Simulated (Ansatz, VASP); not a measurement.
# BiB: VASP beside Ansatz, part 2 of 2

Wanted: the spread between two codes on one cell, functional and k mesh. The cell is invented: As first built, before any earlier steps moved the atoms: it takes the YAl structure with all of its atoms replaced by other elements, volume scaled by an estimate. It may not be a known or stable phase. The cell comes out of the VASP series on this material, whose earlier steps may have relaxed, scaled or displaced it; both programs get it as it stands.

VASP 6.6.1 and Ansatz 0.2.0.

So far. Step 3 (Ansatz: single point, PBE): The run ends at a pressure of -0.03 GPa. Step 6 (VASP: band structure, PBE): The run ends at a pressure of -0.03 GPa.

### 8. VASP: band structure, PBE, spin-orbit coupling

Level of this step: PBE, spin-orbit coupling; plane waves and PAW (Bi_d, B); invented cell (VASP).

Levels along a path test the potential and the projectors away from the mesh points.

INCAR

```
SYSTEM = BiB
PREC = Accurate
ENCUT = 420
EDIFF = 1E-06
NELM = 100
ISMEAR = -1
SIGMA = 0.05
LREAL = .FALSE.
ALGO = Normal
GGA = PE
LNONCOLLINEAR = .TRUE.
MAGMOM = 0 0 0 0 0 0
NBANDS = 30
GGA_COMPAT = .FALSE.
LASPH = .TRUE.
LSORBIT = .TRUE.
LORBIT = 11
LWAVE = .FALSE.
LCHARG = .FALSE.
```

POSCAR

```
BiB
1.0
    3.3604657922      0.0000000000      0.0000000000
    0.0000000000      3.3604657922      0.0000000000
    0.0000000000      0.0000000000      3.3604657922
Bi B
1 1
Direct
    0.5000000000      0.5000000000      0.5000000000
    0.0000000000      0.0000000000      0.0000000000
```

KPOINTS

```
Automatic mesh
0
Gamma
5 5 5
0 0 0
```

KPOINTS_OPT

```
Line mode
16
Line-mode
Reciprocal
  0.00000000   0.00000000   0.00000000 GAMMA
  0.00000000   0.50000000   0.00000000 X

  0.00000000   0.50000000   0.00000000 X
  0.50000000   0.50000000   0.00000000 M

  0.50000000   0.50000000   0.00000000 M
  0.00000000   0.00000000   0.00000000 GAMMA

  0.00000000   0.00000000   0.00000000 GAMMA
  0.50000000   0.50000000   0.50000000 R

  0.50000000   0.50000000   0.50000000 R
  0.00000000   0.50000000   0.00000000 X

  0.50000000   0.50000000   0.00000000 M
  0.50000000   0.50000000   0.50000000 R
```

Potentials, in the order of the species: Bi_d and B (PBE family, release 64).

The run is started by

```sh
> mpirun -np 1 vasp_ncl
```

Numbers of over 12 decimals in the logs are rounded to 6 here.

The log of the run:

```text
[... set-up lines as in an earlier step ...]
 entering main loop
       N       E                     dE             d eps       ncg     rms          rms(c)
DAV:   1     0.171099890425E+03    0.17110E+03   -0.79684E+03   600   0.126E+03
DAV:   2     0.818297504869E+01   -0.16292E+03   -0.15667E+03   612   0.373E+02
DAV:   3    -0.754078033366E+01   -0.15724E+02   -0.15417E+02   738   0.124E+02
DAV:   4    -0.810909716233E+01   -0.56832E+00   -0.56574E+00   694   0.247E+01
[...]
DAV:  10    -0.795271513649E+01    0.11896E-03   -0.30279E-04   808   0.202E-01    0.149E-02
DAV:  11    -0.795271630885E+01   -0.11724E-05   -0.36683E-05   740   0.432E-02    0.560E-03
DAV:  12    -0.795271567326E+01    0.63559E-06   -0.12747E-06   578   0.907E-03
   1 F= -.79527157E+01 E0= -.79372891E+01  d E =-.308531E-01  mag=     0.0000    -0.0000    -0.0000
 Start KPOINTS_OPT (optional k-point list driver)
k-point batch [1-10\96]
       N       E                     dE             ncg
DAV:   1     0.581995712034E+03    0.28474E+02      606
DAV:   2    -0.106985615871E+04   -0.16519E+04      608
DAV:   3    -0.123493422673E+04   -0.16508E+03      736
DAV:   4    -0.124114708748E+04   -0.62129E+01      668
DAV:   5    -0.124141061281E+04   -0.26353E+00      822
DAV:   6    -0.124141646462E+04   -0.58518E-02      736
DAV:   7    -0.124141659295E+04   -0.12834E-03      858
DAV:   8    -0.124141659433E+04   -0.13763E-05      628
DAV:   9    -0.124141659438E+04   -0.52574E-07      408
[...]
k-point batch [91-96\96]
       N       E                     dE             ncg
DAV:   1     0.302964187102E+04   -0.40471E+04      360
DAV:   2     0.208964654948E+04   -0.94000E+03      396
DAV:   3     0.200654320698E+04   -0.83103E+02      426
DAV:   4     0.200375119948E+04   -0.27920E+01      438
DAV:   5     0.200369536113E+04   -0.55838E-01      522
DAV:   6     0.200369418850E+04   -0.11726E-02      512
DAV:   7     0.200369417132E+04   -0.17172E-04      522
DAV:   8     0.200369417090E+04   -0.42493E-06      368
```

OUTCAR, selected parts (step 8):

```text
  Total        0.3519332      0.3519332      0.3519332      0.0000000      0.0000000      0.0000000
  in kB       14.8584120     14.8584120     14.8584120      0.0000000      0.0000000      0.0000000
  external PRESSURE =      14.8584120 kB  Pullay stress =       0.0000000 kB

  FREE ENERGIE OF THE ION-ELECTRON SYSTEM (eV)
  ---------------------------------------------------
  free  energy   TOTEN  =        -7.9527156733 eV

  energy  without entropy=       -7.9218625398  energy(sigma->0) =       -7.93728911

 magnetization (x)
# of ion       s       p       d       tot
------------------------------------------
    1        0.000   0.000   0.000   0.000
    2        0.000  -0.000   0.000   0.000
--------------------------------------------------
tot          0.000   0.000   0.000   0.000

 magnetization (y)
# of ion       s       p       d       tot
------------------------------------------
    1        0.000   0.000   0.000   0.000
    2        0.000  -0.000   0.000   0.000
--------------------------------------------------
tot          0.000   0.000   0.000   0.000

 magnetization (z)
# of ion       s       p       d       tot
------------------------------------------
    1        0.000  -0.000  -0.000  -0.000
    2        0.000  -0.000   0.000   0.000
--------------------------------------------------
tot          0.000  -0.000  -0.000  -0.000

[... 2 parts as in an earlier step ...]

[... 2 further parts left out ...]
[key lines of the parts left out:]
E-fermi :   7.9313
```

The run ends at a pressure of 1.49 GPa.

### 9. Ansatz: band structure, PBE, spin-orbit coupling

The same cell, functional, mesh and smearing now go to Ansatz, which takes its cutoff from its data sets.

The cell comes out of the VASP series on this material, whose earlier steps may have relaxed, scaled or displaced it; both programs get it as it stands.

input.yaml

```yaml
crystal:
  lattice:
    - [3.3604657922, 0.0, 0.0]
    - [0.0, 3.3604657922, 0.0]
    - [0.0, 0.0, 3.3604657922]
  atoms:
    - { symbol: Bi, position: [0.5, 0.5, 0.5] }
    - { symbol: B, position: [0.0, 0.0, 0.0] }
hamiltonian:
  xc: pbe
  pseudopotentials: { kind: paw_fr }
magnetization:
  noncollinear: true
  spin_orbit: true
kpoints:
  mp_grid: { grid: [5, 5, 5] }
  band_path:
    path:
      - [0.0, 0.0, 0.0]
      - [0.0, 0.1, 0.0]
      - [0.0, 0.2, 0.0]
      - [0.0, 0.3, 0.0]
      - [0.0, 0.43333, 0.0]
      - [0.0, 0.5, 0.0]
      - [0.1, 0.5, 0.0]
      - [0.2, 0.5, 0.0]
      - [0.33333, 0.5, 0.0]
      - [0.43333, 0.5, 0.0]
      - [0.5, 0.5, 0.0]
      - [0.36667, 0.36667, 0.0]
      - [0.26667, 0.26667, 0.0]
      - [0.16667, 0.16667, 0.0]
      - [0.06667, 0.06667, 0.0]
      - [0.03333, 0.03333, 0.03333]
      - [0.13333, 0.13333, 0.13333]
      - [0.23333, 0.23333, 0.23333]
      - [0.33333, 0.33333, 0.33333]
      - [0.46667, 0.46667, 0.46667]
      - [0.46667, 0.5, 0.46667]
      - [0.36667, 0.5, 0.36667]
      - [0.23333, 0.5, 0.23333]
      - [0.13333, 0.5, 0.13333]
      - [0.03333, 0.5, 0.03333]
      - [0.5, 0.5, 0.03333]
      - [0.5, 0.5, 0.16667]
      - [0.5, 0.5, 0.26667]
      - [0.5, 0.5, 0.36667]
      - [0.5, 0.5, 0.5]
    npoints: 1
scf:
  occupations: { method: fermi_dirac, width: 0.05 }
  n_extra_bands: 14
output:
  forces: true
  stress: true
  eigenvalues: true
```

The run is started by

```sh
> ansatz run input.yaml --threads 2 --pin off --max-ram 4608MiB --backend cpu --events-out ev --progress --plain --runs-dir out
```

The log of the run:

```text
[...]
non-collinear run that drives no moment, with spin-orbit: no starting moment large enough to seed its density (crystal.atoms[].spin), no starting occupations that ask for one, no magnetisation constraint and no magnetic field, so the semilocal B_xc is pinned to zero
Crystal: 2 atoms, lattice volume = 37.949 Å³
[...]
k-point 1: bands = [... 14 lower, 10.7857, 10.7857, 11.7860, 11.7860, 11.8014, 11.8014, 16.5156, 16.5156, ... 10 higher]
  k-point 2: bands = [... 14 lower, 12.2022, 12.2022, 13.0106, 13.0106, 13.1847, 13.1847, 14.3397, 14.3397, ... 10 higher]
  k-point 9: bands = [... 14 lower, 8.0717, 8.0717, 9.2862, 9.2862, 9.4719, 9.4719, 11.4977, 11.4977, ... 10 higher]
[key lines of the parts left out:]
SCF converged after 6 iterations
Magnetization: |M| = 0.0000 μB,  M = (+0.0000, +0.0000, +0.0000) μB
Free energy (F): -12590.851854 eV
Fermi energy:    11.642478 eV
P = ⅓ Tr σ = 1.5621 GPa (15.621 kbar)
```

The job ended after 7 s (2 threads of Arm Neoverse N1, shared host; peak memory 0.37 GiB; 13 s of CPU time).

### 10. Differences

What differs besides the data sets and the points named for the pairs above, as far as they apply: spin-orbit coupling enters by fully relativistic files in Ansatz and inside the spheres in VASP. Total energies have different zeros and are not compared.

The two programs side by side:

```csv
quantity,Ansatz,VASP,difference
pressure (GPa),1.56,1.49,+0.08
```

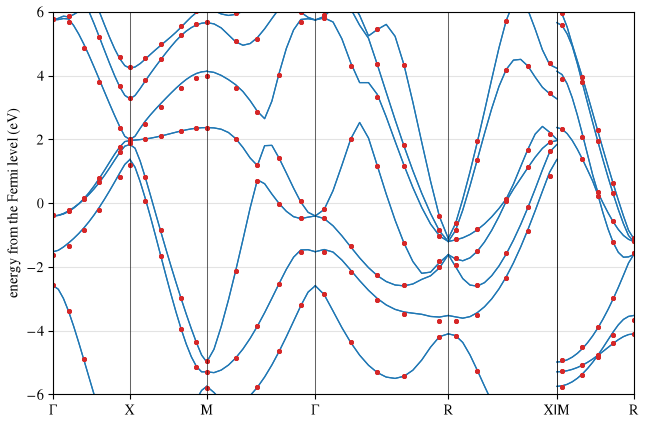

Bands from VASP (lines) and levels from Ansatz (dots). Dots without a line are higher empty bands that the VASP plot leaves out.

Levels from 3 eV below to 2 eV above the Fermi level differ by 42 meV r.m.s. and 165 meV at most; each VASP level is matched to the nearest of Ansatz, which flatters the figure a little. Ansatz's pressure holds a Pulay correction of 0.08 GPa; VASP's holds none.

### 11. Summary of results

```yaml
difference_in_pressure_single_point_pbe: 0.016 GPa
r_m_s_difference_of_levels_near_the_fermi_level_band_structure_pbe: 2.4 meV
r_m_s_difference_of_levels_near_the_fermi_level_band_structure_pbe_spin_orbit_coupling: 42 meV
```

What this shows: The r.m.s. difference of levels near the Fermi level is 42 meV (band structure, PBE, spin-orbit coupling), within the 80 meV picked in this series as the mark of a large difference. How closely two codes agree says nothing of how well the functional describes the real material.

[Lines on the potential files, build, host, timing and source positions are cut from VASP's logs without a mark.]

[Logs are printed without paths, hosts, clocks, repeated set-up lines and the standing remarks that a program may print on its own settings, such as how far it seeks lower states.]

[Hosts, paths, dates, database ids (printed as entryN), source tags and the programs' standing remarks are cut or masked in the printed files.]
